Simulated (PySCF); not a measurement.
# Cu(2+): dipole response in aug-cc-pVDZ-PP with ECP10

How polarisable is Cu(2+) at the levels listed below?

Method: unrestricted determinants in a Gaussian basis, no spin-orbit coupling in the energies. Code: PySCF 2.14.0.

## 1. The system

- Element: copper (Z = 29)
- Basis: aug-cc-pVDZ-PP with ECP10MDF (5s5p4d2f, 54 functions)
- Hamiltonian: a scalar-relativistic core potential
- State 1: Cu(2+): [Ar] 3d9, 2D determinant
- Methods: UHF, PBE, PBE0, BLYP, wB97M-V

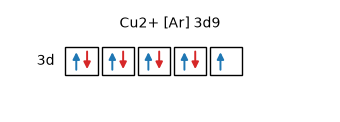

The shells outside the core, filled by Hund's rule for the drawing.

The runs were made by one driver on top of PySCF. The scripts below sum up each run's settings (the driver also hands on starting orbitals that pick excited configurations, and frozen orbitals as a list rather than a count), and the logs come from the driver's own runs. The driver starts from symmetry-adapted Hartree-Fock orbitals, holds the occupation by maximum overlap and uses a logarithmic radial grid for functionals, so a plain start would take other cycles.

The integrals over 54 functions and the set-up took 0.18 s of CPU time.

## 2. Cu(2+), method by method

Level: UHF.

File input.py:

```python
from pyscf import gto, scf, dft, mp, cc
import basis_set_exchange as bse
txt = bse.get_basis("aug-cc-pVDZ-PP", elements=["Cu"], fmt="nwchem", header=False)
cut = txt.index("\nECP")
mol = gto.M(atom="Cu 0 0 0", charge=2, spin=1, symmetry="D2h",
            basis=gto.basis.parse(txt[:cut]),
            ecp={"Cu": gto.basis.parse_ecp(txt[cut:])})
mf = scf.UHF(mol)
mf.irrep_nelec = {'Ag': (3, 2), 'B1g': (1, 1), 'B2g': (1, 1), 'B3g': (1, 1), 'B1u': (1, 1), 'B2u': (1, 1), 'B3u': (1, 1)}
mf.kernel()
```

The program printed:

```text
damping factor = 0
level_shift factor = 0
DIIS = <class 'pyscf.scf.diis.CDIIS'>
diis_start_cycle = 1
diis_space = 10
diis_damp = 0
SCF conv_tol = 1e-09
SCF conv_tol_grad = None
number electrons alpha = 9  beta = 8
cycle= 1 E= -195.291475206213  delta_E= -0.0037  |g|= 0.0204  |ddm|= 0.0234
cycle= 2 E= -195.291525979299  delta_E= -5.08e-05  |g|= 0.00276  |ddm|= 0.00433
cycle= 3 E= -195.291527545685  delta_E= -1.57e-06  |g|= 0.000794  |ddm|= 0.00288
cycle= 4 E= -195.291527742633  delta_E= -1.97e-07  |g|= 0.000347  |ddm|= 0.00117
cycle= 5 E= -195.291527894522  delta_E= -1.52e-07  |g|= 9.65e-05  |ddm|= 0.000994
cycle= 6 E= -195.291527912143  delta_E= -1.76e-08  |g|= 2.61e-05  |ddm|= 0.000357
cycle= 7 E= -195.291527913182  delta_E= -1.04e-09  |g|= 4.65e-06  |ddm|= 8.58e-05
cycle= 8 E= -195.291527913204  delta_E= -2.18e-11  |g|= 1.05e-06  |ddm|= 1.69e-05
converged SCF energy = -195.291527913204  <S^2> = 0.75129164  2S+1 = 2.0012912
```

CPU time 1.6 s on a shared host, the integrals not counted.

The occupied shells:

```
shell  electrons  mean orbital energy (eV)  spread (eV)  rms radius (bohr)
 3s α          1                   -170.17            0              0.765
 3s β          1                   -166.94            0              0.765
 3p α          3                   -121.34        2.591              0.810
 3p β          3                   -117.50        1.896              0.810
 3d α          5                   -40.548        2.932               1.03
 3d β          4                   -38.861        2.295               1.03
```

⟨S²⟩ = 0.751, ⟨L²⟩ = 6.01.

The driver then solved the coupled dipole response at imaginary frequencies: mean α = 2.070 bohr³ (xx, yy, zz: 1.982, 1.982, 2.245), C₆ = 4.933 au for a like pair.

Energies and moments cover only the electrons outside the core potential.

Level: PBE.

input.py differs from the last one in:

```diff
@@ -7,3 +7,3 @@
             ecp={"Cu": gto.basis.parse_ecp(txt[cut:])})
-mf = scf.UHF(mol)
+mf = dft.UKS(mol, xc="PBE")
 mf.irrep_nelec = {'Ag': (3, 2), 'B1g': (1, 1), 'B2g': (1, 1), 'B3g': (1, 1), 'B1u': (1, 1), 'B2u': (1, 1), 'B3u': (1, 1)}
```

The program printed:

```text
damping factor = 0
level_shift factor = 0
DIIS = <class 'pyscf.scf.diis.CDIIS'>
diis_start_cycle = 1
diis_space = 10
diis_damp = 0
SCF conv_tol = 1e-09
SCF conv_tol_grad = None
number electrons alpha = 9  beta = 8
XC functionals = PBE
    J. P. Perdew, K. Burke, and M. Ernzerhof.,  Phys. Rev. Lett. 77, 3865 (1996)
    J. P. Perdew, K. Burke, and M. Ernzerhof.,  Phys. Rev. Lett. 78, 1396 (1997)
    J. P. Perdew, K. Burke, and M. Ernzerhof.,  Phys. Rev. Lett. 77, 3865 (1996)
    J. P. Perdew, K. Burke, and M. Ernzerhof.,  Phys. Rev. Lett. 78, 1396 (1997)
cycle= 1 E= -196.219321001074  delta_E= -0.0115  |g|= 0.136  |ddm|= 0.409
cycle= 2 E= -196.212219230587  delta_E= 0.0071  |g|= 0.268  |ddm|= 0.367
cycle= 3 E= -196.222608659713  delta_E= -0.0104  |g|= 0.0141  |ddm|= 0.265
cycle= 4 E= -196.222643013496  delta_E= -3.44e-05  |g|= 0.000128  |ddm|= 0.0109
cycle= 5 E= -196.222643017923  delta_E= -4.43e-09  |g|= 1.44e-05  |ddm|= 0.000284
cycle= 6 E= -196.222643017958  delta_E= -3.52e-11  |g|= 5.23e-07  |ddm|= 1.75e-05
converged SCF energy = -196.222643017958  <S^2> = 0.7504641  2S+1 = 2.000464
```

CPU time 5 s on a shared host, the integrals not counted.

The driver then solved the coupled dipole response at imaginary frequencies: mean α = 2.604 bohr³ (xx, yy, zz: 2.477, 2.477, 2.860), C₆ = 6.030 au for a like pair.

Level: PBE0.

input.py differs from the last one in:

```diff
@@ -7,3 +7,3 @@
             ecp={"Cu": gto.basis.parse_ecp(txt[cut:])})
-mf = dft.UKS(mol, xc="PBE")
+mf = dft.UKS(mol, xc="PBE0")
 mf.irrep_nelec = {'Ag': (3, 2), 'B1g': (1, 1), 'B2g': (1, 1), 'B3g': (1, 1), 'B1u': (1, 1), 'B2u': (1, 1), 'B3u': (1, 1)}
```

The program printed:

```text
damping factor = 0
level_shift factor = 0
DIIS = <class 'pyscf.scf.diis.CDIIS'>
diis_start_cycle = 1
diis_space = 10
diis_damp = 0
SCF conv_tol = 1e-09
SCF conv_tol_grad = None
number electrons alpha = 9  beta = 8
XC functionals = PBE0
    C. Adamo and V. Barone.,  J. Chem. Phys. 110, 6158 (1999)
    M. Ernzerhof and G. E. Scuseria.,  J. Chem. Phys. 110, 5029 (1999)
cycle= 1 E= -196.191898666726  delta_E= -0.00753  |g|= 0.0573  |ddm|= 0.277
cycle= 2 E= -196.191277131738  delta_E= 0.000622  |g|= 0.0912  |ddm|= 0.143
cycle= 3 E= -196.192444357397  delta_E= -0.00117  |g|= 0.0035  |ddm|= 0.0989
cycle= 4 E= -196.192446363716  delta_E= -2.01e-06  |g|= 0.000201  |ddm|= 0.00411
cycle= 5 E= -196.192446392972  delta_E= -2.93e-08  |g|= 2.61e-05  |ddm|= 0.000538
cycle= 6 E= -196.192446394099  delta_E= -1.13e-09  |g|= 4.61e-06  |ddm|= 0.000105
cycle= 7 E= -196.192446394137  delta_E= -3.76e-11  |g|= 3.51e-07  |ddm|= 2.06e-05
converged SCF energy = -196.192446394137  <S^2> = 0.75058261  2S+1 = 2.0005825
```

CPU time 7.1 s on a shared host, the integrals not counted.

The driver then solved the coupled dipole response at imaginary frequencies: mean α = 2.416 bohr³ (xx, yy, zz: 2.301, 2.301, 2.645), C₆ = 5.657 au for a like pair.

Level: BLYP.

input.py differs from the last one in:

```diff
@@ -7,3 +7,3 @@
             ecp={"Cu": gto.basis.parse_ecp(txt[cut:])})
-mf = dft.UKS(mol, xc="PBE0")
+mf = dft.UKS(mol, xc="BLYP")
 mf.irrep_nelec = {'Ag': (3, 2), 'B1g': (1, 1), 'B2g': (1, 1), 'B3g': (1, 1), 'B1u': (1, 1), 'B2u': (1, 1), 'B3u': (1, 1)}
```

The program printed:

```text
damping factor = 0
level_shift factor = 0
DIIS = <class 'pyscf.scf.diis.CDIIS'>
diis_start_cycle = 1
diis_space = 10
diis_damp = 0
SCF conv_tol = 1e-09
SCF conv_tol_grad = None
number electrons alpha = 9  beta = 8
XC functionals = BLYP
    A. D. Becke.,  Phys. Rev. A 38, 3098 (1988)
    C. Lee, W. Yang, and R. G. Parr.,  Phys. Rev. B 37, 785 (1988)
    B. Miehlich, A. Savin, H. Stoll, and H. Preuss.,  Chem. Phys. Lett. 157, 200 (1989)
cycle= 1 E= -196.193756175003  delta_E= -0.0122  |g|= 0.168  |ddm|= 0.411
cycle= 2 E= -196.182487388045  delta_E= 0.0113  |g|= 0.335  |ddm|= 0.452
cycle= 3 E= -196.198760696071  delta_E= -0.0163  |g|= 0.0182  |ddm|= 0.33
cycle= 4 E= -196.198819087311  delta_E= -5.84e-05  |g|= 0.000183  |ddm|= 0.0135
cycle= 5 E= -196.198819094737  delta_E= -7.43e-09  |g|= 2.76e-05  |ddm|= 0.00033
cycle= 6 E= -196.19881909486  delta_E= -1.23e-10  |g|= 4.42e-07  |ddm|= 2.68e-05
converged SCF energy = -196.19881909486  <S^2> = 0.75057565  2S+1 = 2.0005756
```

CPU time 6.4 s on a shared host, the integrals not counted.

The driver then solved the coupled dipole response at imaginary frequencies: mean α = 2.644 bohr³ (xx, yy, zz: 2.520, 2.520, 2.892), C₆ = 6.092 au for a like pair.

Level: wB97M-V.

input.py differs from the last one in:

```diff
@@ -7,3 +7,3 @@
             ecp={"Cu": gto.basis.parse_ecp(txt[cut:])})
-mf = dft.UKS(mol, xc="BLYP")
+mf = dft.UKS(mol, xc="WB97M_V")
 mf.irrep_nelec = {'Ag': (3, 2), 'B1g': (1, 1), 'B2g': (1, 1), 'B3g': (1, 1), 'B1u': (1, 1), 'B2u': (1, 1), 'B3u': (1, 1)}
```

The program printed:

```text
damping factor = 0
level_shift factor = 0
DIIS = <class 'pyscf.scf.diis.CDIIS'>
diis_start_cycle = 1
diis_space = 10
diis_damp = 0
SCF conv_tol = 1e-09
SCF conv_tol_grad = None
number electrons alpha = 9  beta = 8
XC functionals = WB97M_V
    N. Mardirossian and M. Head-Gordon.,  J. Chem. Phys. 144, 214110 (2016)
NLC functional = WB97M_V
cycle= 1 E= -196.098787323124  delta_E= -0.00772  |g|= 0.0691  |ddm|= 0.231
cycle= 2 E= -196.098430723166  delta_E= 0.000357  |g|= 0.0853  |ddm|= 0.19
cycle= 3 E= -196.099423860622  delta_E= -0.000993  |g|= 0.00228  |ddm|= 0.106
cycle= 4 E= -196.09942740217  delta_E= -3.54e-06  |g|= 0.00053  |ddm|= 0.00426
cycle= 5 E= -196.099428244369  delta_E= -8.42e-07  |g|= 0.000115  |ddm|= 0.00239
cycle= 6 E= -196.099428281092  delta_E= -3.67e-08  |g|= 1.6e-05  |ddm|= 0.000567
cycle= 7 E= -196.099428281492  delta_E= -4e-10  |g|= 2.91e-06  |ddm|= 6.05e-05
converged SCF energy = -196.099428281492  <S^2> = 0.75106923  2S+1 = 2.0010689
```

CPU time 17 s on a shared host, the integrals not counted.

The driver then solved the coupled dipole response at imaginary frequencies: mean α = 2.504 bohr³ (xx, yy, zz: 2.395, 2.395, 2.722), C₆ = 5.831 au for a like pair.

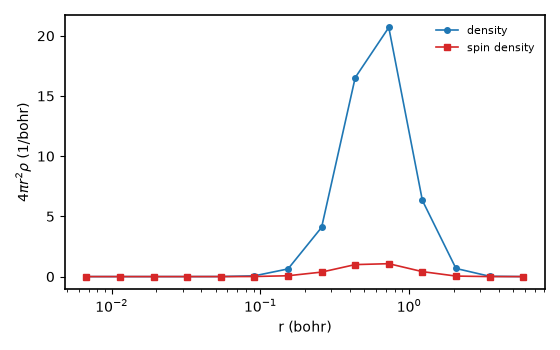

Radial density 4πr²ρ of Cu(2+) at UHF, the electrons outside the core potential, at 14 stored radii joined by straight lines.

## 3. Polarisabilities and C₆

Cu(2+), in atomic units:

```
 method  mean α  C₆ (like pair)  S(−4)
    UHF   2.070           4.933  2.363
    PBE   2.604           6.030  5.123
   PBE0   2.416           5.657  3.977
   BLYP   2.644           6.092  5.412
wB97M-V   2.504           5.831  4.551
```

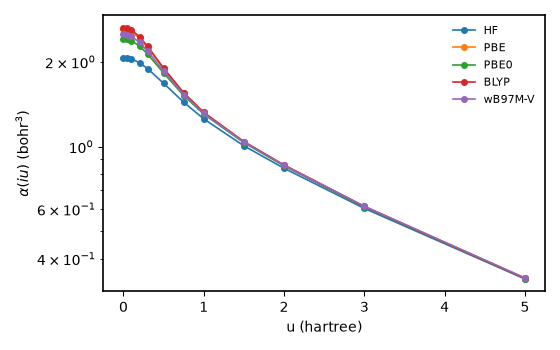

α(iu) of Cu(2+), the polarisability at imaginary frequency, on a logarithmic scale.

## 4. What came out

| quantity | value |
| --- | --- |
| α of Cu(2+) | 2.070 (UHF) to 2.644 (BLYP) bohr³ |

A single London oscillator with the computed α and C₆ of Cu(2+) at UHF would have ω = 4 C₆ / (3 α²) = 1.53 hartree. The basis is finite, and no extrapolation was made.
